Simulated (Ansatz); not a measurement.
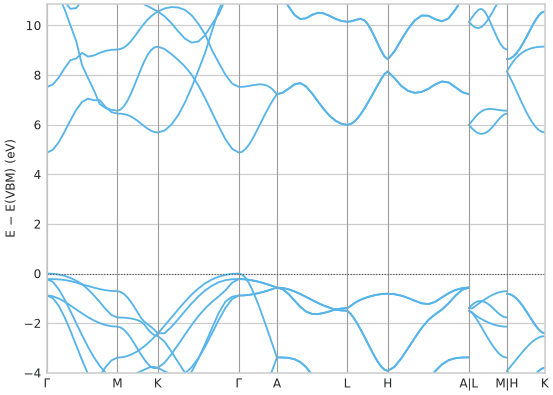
Band structure from r²SCAN (plane waves, PAW; program Ansatz)

Question: Read off the gap and where the band edges lie.

Answer: About 4.9 eV (4.87 eV by a search for the band edges); maximum at Γ, minimum at Γ.

The material is AlN (wurtzite, P6_3mc).

Symmetry was held in the r²SCAN relaxation.

Potentials: the earlier of the program's two PAW sets.
